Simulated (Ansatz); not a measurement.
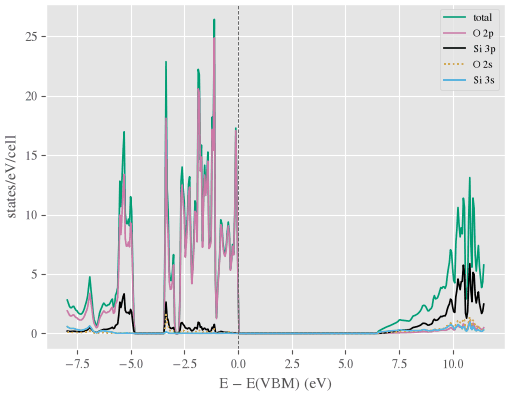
Figure. Total and projected density of states of SiO2 in space group Ima2 (No. 46; Si on 8c, O on 8c, O on 4a, O on 4b), DFT-r²SCAN in the program Ansatz with PAW potentials

**Question.** Which orbitals carry the states next to the gap?

**Answer.** Top 1 eV of the valence band: O 2p 97 %. Bottom 1 eV of the conduction band: Si 3s 31 %, Si 3p 17 %, O 2s 14 %, outside the projected shells 34 %. Projections are on Löwdin-orthogonalised atomic valence shells; empty p or d shells of many metals are not among them.

**Question.** Where is the tallest occupied peak in this window, and what makes it?

**Answer.** Near -1.1 eV, about 26 states/eV per cell; the largest projected share is O 2p.

The first step of the workflow began from a Materials Project structure, measured or hypothetical; the Crystallography Open Database copy checked does not list it. It is not the phase usual at ambient conditions (space group No. 92, 152, 154). Symmetry was held in the r²SCAN relaxation; whether a distortion lowers the energy is not shown.

Potentials: the earlier of the program's two PAW sets. The files were generated under PBE; for other functionals the program regenerates the frozen cores, and for LDA and PBEsol the local potential too.
